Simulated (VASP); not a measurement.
# ZnSe (Stilleite) with and without spin-orbit coupling, part 3 of 4

What does spin-orbit coupling change in ZnSe (Stilleite), and what does it cost? All runs use r2SCAN. The start is a cell from a database of measured crystal structures.

VASP 6.6.1, plane waves and PAW; the level of theory is named at each step.

So far. Step 4 (Bands along the symmetry lines (r2SCAN + SOC)): The gap is 1.74 eV, direct at Γ. Spin-orbit coupling moves it by -0.12 eV. The run took 6.0 times the core time, with 30 spinor bands against 21. The valence top at Γ, threefold or sixfold with spin, splits into a fourfold and a twofold level, 0.37 eV apart. Step 5 (Total and projected DOS (r2SCAN)): The gap on this mesh is 1.86 eV. In the top eV of the valence band the largest shares in the PAW spheres are Se p 50 %, Zn d 10 % and Zn p 7 %.

## 6. Total and projected DOS (r2SCAN + SOC)

This step: r2SCAN, spin-orbit coupling; plane waves and PAW (Zn, Se) (VASP 6.6.1).

Here the states are counted by energy and projected on the atoms.

INCAR reads:

```
SYSTEM = ZnSe
PREC = Accurate
ENCUT = 400
EDIFF = 1E-06
NELM = 100
ISMEAR = -5
SIGMA = 0.05
LREAL = .FALSE.
ALGO = Normal
METAGGA = R2SCAN
LASPH = .TRUE.
LNONCOLLINEAR = .TRUE.
MAGMOM = 0 0 0 0 0 0
NBANDS = 30
GGA_COMPAT = .FALSE.
LSORBIT = .TRUE.
LORBIT = 11
LWAVE = .FALSE.
LCHARG = .FALSE.
KPAR = 2
NEDOS = 2001
```

POSCAR reads:

```
ZnSe
1.0
    0.0000000000      2.8338000000      2.8338000000
    2.8338000000      0.0000000000      2.8338000000
    2.8338000000      2.8338000000      0.0000000000
Zn Se
1 1
Direct
    0.0000000000      0.0000000000      0.0000000000
    0.2500000000      0.2500000000      0.2500000000
```

KPOINTS reads:

```
Automatic mesh
0
Gamma
6 6 6
0 0 0
```

The projector-augmented-wave data sets are Zn and Se (PBE family, release 64).

The run is started by

```bash
$ mpirun -np 2 vasp_ncl
```

Log:

```text
[... set-up lines as in an earlier step ...]
 entering main loop
       N       E                     dE             d eps       ncg     rms          rms(c)
DAV:   1     0.913236967528E+02    0.91324E+02   -0.71766E+03  1320   0.118E+03
DAV:   2    -0.165927444366E+02   -0.10792E+03   -0.10196E+03  1338   0.290E+02
DAV:   3    -0.275102720813E+02   -0.10918E+02   -0.10799E+02  1552   0.936E+01
DAV:   4    -0.277016836474E+02   -0.19141E+00   -0.19121E+00  1500   0.132E+01
DAV:   5    -0.277025330067E+02   -0.84936E-03   -0.84934E-03  1474   0.817E-01    0.505E+00
DAV:   6    -0.249257808733E+02    0.27768E+01   -0.13095E+00  1540   0.344E+01    0.466E+00
DAV:   7    -0.249012091282E+02    0.24572E-01   -0.39970E-01  1546   0.976E+00    0.219E+00
[... 1 cycle as in an earlier step ...]
DAV:   9    -0.249188403860E+02   -0.23637E-02   -0.30259E-03  1748   0.116E+00    0.219E-01
DAV:  10    -0.249189755205E+02   -0.13513E-03   -0.67748E-04  1446   0.268E-01    0.689E-02
DAV:  11    -0.249190228170E+02   -0.47296E-04   -0.16757E-04  1682   0.175E-01    0.428E-02
DAV:  12    -0.249189995119E+02    0.23305E-04   -0.13346E-04  1698   0.188E-01    0.263E-02
[... 2 cycles as in an earlier step ...]
DAV:  15    -0.249190004683E+02    0.11378E-05   -0.77559E-07   810   0.176E-02    0.111E-03
DAV:  16    -0.249190001307E+02    0.33762E-06   -0.99293E-08   768   0.302E-03
   1 F= -.24919000E+02 E0= -.24919000E+02  d E =0.000000E+00  mag=    -0.0000    -0.0000     0.0000
```

Run time: 2.5 min. Hardware: 2 MPI ranks of Intel Xeon 6975P-C (Granite Rapids), shared host; peak memory 0.55 GiB.

Parts of OUTCAR (step 6):

```text
   NELECT =      18.0000    total number of electrons

 E-fermi :   1.4297

  Total       -0.0825306     -0.0825306     -0.0825306     -0.0000000      0.0000000      0.0000000
  in kB       -2.9052804     -2.9052804     -2.9052804     -0.0000000      0.0000000      0.0000000
  external PRESSURE =      -2.9052804 kB  Pullay stress =       0.0000000 kB

 POSITION                                       TOTAL-FORCE (eV/Angst)
 -----------------------------------------------------------------------------------
      0.00000      0.00000      0.00000        -0.000000      0.000000      0.000000
      1.41690      1.41690      1.41690         0.000000     -0.000000     -0.000000
 -----------------------------------------------------------------------------------
    total drift:                                0.000001      0.000001      0.000001

  energy  without entropy=      -24.9190001307  energy(sigma->0) =      -24.91900013

 magnetization (x)
# of ion       s       p       d       tot
------------------------------------------
    1       -0.000  -0.000   0.000  -0.000
    2       -0.000   0.000   0.000  -0.000
--------------------------------------------------
tot         -0.000  -0.000   0.000  -0.000

 magnetization (y)
# of ion       s       p       d       tot
------------------------------------------
    1        0.000  -0.000   0.000  -0.000
    2        0.000   0.000  -0.000   0.000
--------------------------------------------------
tot          0.000  -0.000  -0.000  -0.000

 magnetization (z)
# of ion       s       p       d       tot
------------------------------------------
    1       -0.000  -0.000   0.000  -0.000
    2        0.000   0.000  -0.000   0.000
--------------------------------------------------
tot         -0.000  -0.000   0.000  -0.000

[... 18 parts as in an earlier step ...]

[... 2 further parts left out ...]
```

Numbers from this step:

```
SCF cycles                     : 16
bands                          : 30
irreducible k-points           : 22
free energy (TOTEN)            : -24.92 eV
Fermi energy                   : 1.430 eV
pressure                       : -0.2905 GPa
gap on the k-mesh              : 1.741 eV
least direct gap on the k-mesh : 1.741 eV
```

On-site spin-orbit energy by atom:

| atom | on-site spin-orbit energy (eV) |
| --- | --- |
| Zn1 | -0.0082 |
| Se2 | -0.0344 |

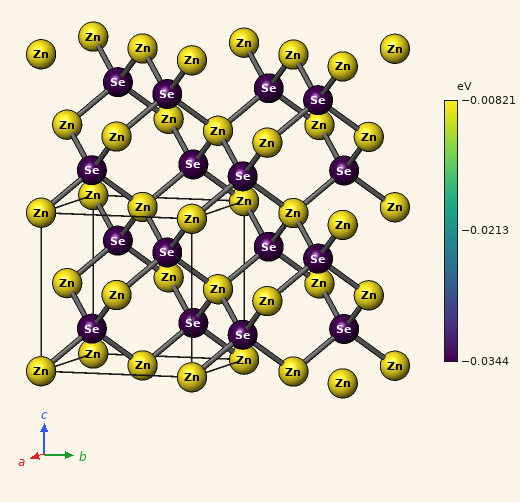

Atoms coloured by on-site spin-orbit energy. Bonds to atoms that aren't drawn are left out. 1×2×2 conventional cells are drawn. Some periodic images of atoms are drawn too.

The density of states has structure finer than the step of the table below, so its rows give means over 1 eV, whole bins alone (the curve runs from -12.0 to 6.16 eV). Peaks (eV: height): total -6.8: 20.7, -6.5: 16.1, -6.4: 18.3, -4.8: 3.55; Se p -6.8: 0.646, -4.8: 0.935, -2.7: 0.675, -1.9: 0.891; Zn s -4.8: 0.790, 4.1: 0.381; Zn d -6.8: 18.7, -6.5: 14.6, -6.4: 17.3; Zn p -4.8: 0.0588, -2.7: 0.159, -2.0: 0.189, 4.1: 0.107.

States under -12.0 eV and over 6.2 eV are left out. Density of states against energy, zero at the valence-band top; means over each step; values in states/eV/cell:

| energy (eV) | total | Se p | Zn s | Zn d | Zn p |
| --- | --- | --- | --- | --- | --- |
| -8 | 0 | 0 | 0 | 0 | 0 |
| -7 | 5.45 | 0.167 | 0.0251 | 4.94 | 0.00930 |
| -6 | 4.60 | 0.0474 | 0.0197 | 4.33 | 0.00435 |
| -5 | 1.17 | 0.310 | 0.247 | 0.116 | 0.0236 |
| -4 | 0.547 | 0.143 | 0.0922 | 0.0773 | 0.0143 |
| -3 | 1.02 | 0.366 | 0.0396 | 0.0866 | 0.0821 |
| -2 | 1.89 | 0.795 | 0.0307 | 0.138 | 0.167 |
| -1 | 1.29 | 0.613 | 0.00746 | 0.111 | 0.0992 |
| 0 | 0.105 | 0.0543 | 7.5e-5 | 0.0110 | 0.00577 |
| 1 | 0 | 0 | 0 | 0 | 0 |
| 2 | 0.00586 | 6.6e-4 | 0.00152 | 0 | 1.3e-4 |
| 3 | 0.173 | 0.0190 | 0.0413 | 0.00209 | 0.00816 |
| 4 | 1.37 | 0.159 | 0.277 | 0.0363 | 0.0809 |
| 5 | 1.10 | 0.146 | 0.166 | 0.0381 | 0.0771 |

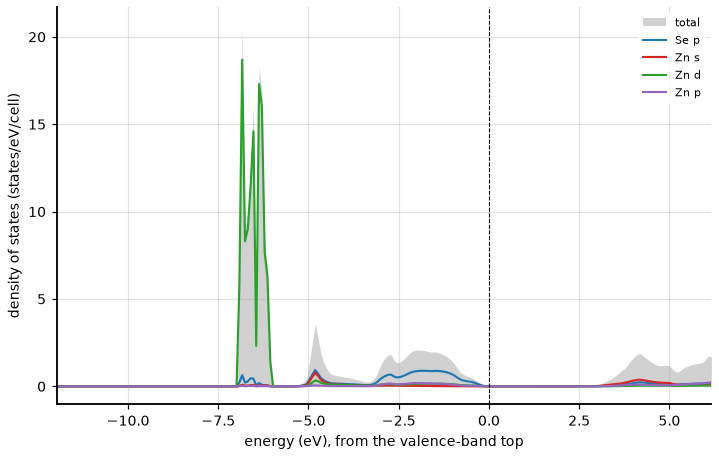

Density of states, plotted against energy.

The gap on this mesh is 1.74 eV. In the top eV of the valence band the largest shares in the PAW spheres are Se p 50 %, Zn d 9 % and Zn p 7 %. The rest lies in smaller channels or between the spheres.

## 7. Relaxing cell and atoms (r2SCAN)

This step: r2SCAN; plane waves and PAW (Zn, Se) (VASP 6.6.1).

Last, the cell itself: ISIF = 3 frees volume, shape and positions, first without the coupling.

INCAR reads:

```
SYSTEM = ZnSe
PREC = Accurate
ENCUT = 400
EDIFF = 1E-06
NELM = 100
ISMEAR = -1
SIGMA = 0.05
LREAL = .FALSE.
ALGO = Normal
METAGGA = R2SCAN
LASPH = .TRUE.
NBANDS = 15
LORBIT = 11
LWAVE = .FALSE.
LCHARG = .FALSE.
KPAR = 2
IBRION = 2
NSW = 60
ISIF = 3
EDIFFG = -0.01
```

POSCAR is that of step 6.

KPOINTS is that of step 6.

The run is started by

```bash
$ mpirun -np 2 vasp_std
```

Log:

```text
[... set-up lines as in an earlier step ...]
 entering main loop
       N       E                     dE             d eps       ncg     rms          rms(c)
DAV:   1     0.595302512813E+02    0.59530E+02   -0.78475E+03   480   0.115E+03
DAV:   2    -0.226457629706E+02   -0.82176E+02   -0.77645E+02   536   0.237E+02
DAV:   3    -0.276452524554E+02   -0.49995E+01   -0.49843E+01   578   0.625E+01
DAV:   4    -0.276792207341E+02   -0.33968E-01   -0.33965E-01   592   0.539E+00
DAV:   5    -0.276793659034E+02   -0.14517E-03   -0.14517E-03   641   0.323E-01    0.503E+00
DAV:   6    -0.249122136975E+02    0.27672E+01   -0.13896E+00   536   0.339E+01    0.470E+00
DAV:   7    -0.248825511291E+02    0.29663E-01   -0.30577E-01   557   0.911E+00    0.222E+00
DAV:   8    -0.248965107945E+02   -0.13960E-01   -0.35146E-02   578   0.179E+00    0.537E-01
DAV:   9    -0.248983521230E+02   -0.18413E-02   -0.43052E-03   606   0.151E+00    0.875E-02
DAV:  10    -0.248984708206E+02   -0.11870E-03   -0.93795E-04   573   0.430E-01    0.540E-02
DAV:  11    -0.248984470365E+02    0.23784E-04   -0.35425E-04   662   0.419E-01    0.422E-02
DAV:  12    -0.248984348545E+02    0.12182E-04   -0.10187E-04   585   0.247E-01    0.765E-03
DAV:  13    -0.248984420090E+02   -0.71545E-05   -0.11392E-05   613   0.659E-02    0.449E-03
DAV:  14    -0.248984408967E+02    0.11123E-05   -0.26225E-06   445   0.304E-02    0.759E-04
DAV:  15    -0.248984418914E+02   -0.99478E-06   -0.13078E-07   254   0.722E-03
   1 F= -.24898442E+02 E0= -.24898442E+02  d E =-.248984E+02
 curvature:   0.00 expect dE= 0.000E+00 dE for cont linesearch  0.000E+00
 trial: gam= 0.00000 g(F)=  0.272E-43 g(S)=  0.483E-03 ort = 0.000E+00 (trialstep = 0.100E+01)
 search vector abs. value=  0.483E-03
 bond charge predicted
       N       E                     dE             d eps       ncg     rms          rms(c)
DAV:   1    -0.249048055889E+02   -0.63647E-02   -0.73751E-02   571   0.550E+00    0.569E-01
DAV:   2    -0.248995975813E+02    0.52080E-02   -0.15810E-02   592   0.354E+00    0.212E-01
DAV:   3    -0.248989784324E+02    0.61915E-03   -0.45502E-04   480   0.176E-01    0.105E-01
DAV:   4    -0.248987635656E+02    0.21487E-03   -0.10406E-04   608   0.993E-02    0.359E-02
DAV:   5    -0.248987356297E+02    0.27936E-04   -0.27808E-05   705   0.681E-02    0.647E-03
DAV:   6    -0.248987331484E+02    0.24813E-05   -0.61085E-06   501   0.258E-02    0.284E-03
DAV:   7    -0.248987348157E+02   -0.16672E-05   -0.33596E-07   240   0.549E-03    0.140E-03
DAV:   8    -0.248987346523E+02    0.16336E-06   -0.65452E-08   240   0.327E-03
   2 F= -.24898735E+02 E0= -.24898735E+02  d E =-.292761E-03
 trial-energy change:   -0.000293  1 .order   -0.000167   -0.000483    0.000150
 step:   0.8851(harm=  0.7635)  dis= 0.00000  next Energy=   -24.898743 (dE=-0.301E-03)
 bond charge predicted
       N       E                     dE             d eps       ncg     rms          rms(c)
DAV:   1    -0.248988296974E+02   -0.94882E-04   -0.97925E-04   564   0.639E-01    0.652E-02
DAV:   2    -0.248987355199E+02    0.94178E-04   -0.20482E-04   592   0.390E-01    0.245E-02
DAV:   3    -0.248987307568E+02    0.47631E-05   -0.60130E-06   480   0.208E-02    0.121E-02
DAV:   4    -0.248987319272E+02   -0.11704E-05   -0.12477E-06   352   0.102E-02    0.375E-03
DAV:   5    -0.248987340806E+02   -0.21534E-05   -0.44457E-07   240   0.699E-03    0.111E-03
DAV:   6    -0.248987343941E+02   -0.31347E-06   -0.88674E-08   240   0.250E-03
   3 F= -.24898734E+02 E0= -.24898734E+02  d E =-.292503E-03
 curvature:  -0.28 expect dE=-0.409E-05 dE for cont linesearch -0.409E-05
 trial: gam= 0.00000 g(F)=  0.200E-43 g(S)=  0.146E-04 ort =-0.839E-04 (trialstep = 0.977E+00)
 search vector abs. value=  0.146E-04
 reached required accuracy - stopping structural energy minimisation
```

Run time: 42 s. Hardware: 2 MPI ranks; peak memory 0.31 GiB; 81 s of CPU time.

From OUTCAR (step 7):

```text
   k-points           NKPTS =     16   k-points in BZ     NKDIM =     16   number of bands    NBANDS=     15

   NELECT =      18.0000    total number of electrons

 E-fermi :   2.2961

 k-point     1 :       0.0000    0.0000    0.0000
  band No.  band energies     occupation
    ...
      5      -4.9530      2.00000
      6      -4.9530      2.00000
      7       1.3462      2.00000
      8       1.3462      2.00000
      9       1.3462      2.00000
     10       3.2337      0.00000
     11       7.6575      0.00000
     12       7.6577      0.00000
     13       7.6577      0.00000
     14      11.9558      0.00000
    ...

  Total        0.0141837      0.0141837      0.0141837     -0.0000000     -0.0000000     -0.0000000
  in kB        0.5019237      0.5019237      0.5019237     -0.0000000     -0.0000000     -0.0000000
  external PRESSURE =       0.5019237 kB  Pullay stress =       0.0000000 kB

 POSITION                                       TOTAL-FORCE (eV/Angst)
 -----------------------------------------------------------------------------------
      0.00000      0.00000      0.00000         0.000000      0.000000      0.000000
      1.41443      1.41443      1.41443        -0.000000     -0.000000     -0.000000
 -----------------------------------------------------------------------------------
    total drift:                                0.000007      0.000007      0.000007

  FREE ENERGIE OF THE ION-ELECTRON SYSTEM (eV)
  ---------------------------------------------------
  free  energy   TOTEN  =       -24.8987343941 eV

  energy  without entropy=      -24.8987343939  energy(sigma->0) =      -24.89873439

 reached required accuracy - stopping structural energy minimisation

[... 6 parts as in an earlier step ...]

[... 10 further parts left out ...]
```

The run keeps the 24 symmetry operations of its start, so it cannot find a distortion of lower symmetry.

The steps of the relaxation:

| step | energy less that of the first step (eV) | largest force (eV/Å) | pressure (GPa) | volume (Å³) |
| --- | --- | --- | --- | --- |
| 1 | 0.0000 | 0.0000 | -0.29 | 45.51 |
| 2 | -0.0003 | 0.0000 | 0.09 | 45.24 |
| 3 | -0.0003 | 0.0000 | 0.05 | 45.28 |

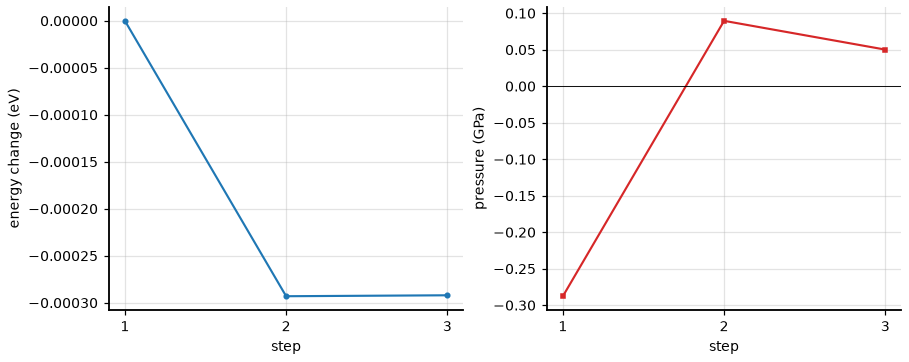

Energy and pressure along the relaxation.

| conventional cell, symmetrised | before | after | change |
| --- | --- | --- | --- |
| a (Å) | 5.668 | 5.658 | -0.2 % |
| b (Å) | 5.668 | 5.658 | -0.2 % |
| c (Å) | 5.668 | 5.658 | -0.2 % |
| volume (Å³/atom) | 22.76 | 22.64 | -0.5 % |

The relaxed structure:

```xyz
2
Lattice="0.0000 2.8289 2.8289 2.8289 0.0000 2.8289 2.8289 2.8289 0.0000" Properties=species:S:1:pos:R:3 pbc="T T T"
Zn    0.0000    0.0000    0.0000
Se    1.4144    1.4144    1.4144
```

Numbers from this step:

```
bands                           : 15
irreducible k-points            : 16
free energy (TOTEN)             : -24.90 eV
Fermi energy                    : 2.296 eV
pressure                        : 0.05019 GPa
SCF cycles over all ionic steps : 29
gap on the k-mesh               : 1.887 eV
least direct gap on the k-mesh  : 1.887 eV
```

It ends with forces that vanish by symmetry and a pressure of 0.05 GPa.

[end of part 3 of 4]

[Lines on the potential files, build, host, timing and source positions are cut from VASP's logs without a mark.]

[Logs are printed without paths, hosts, clocks, repeated set-up lines and the standing remarks that a program may print on its own settings, such as how far it seeks lower states.]

[Hosts, paths, dates, database ids (printed as entryN), source tags and the programs' standing remarks are cut or masked in the printed files.]

[A measured line is paired with the nearest computed mode of its activity, which favours agreement.]
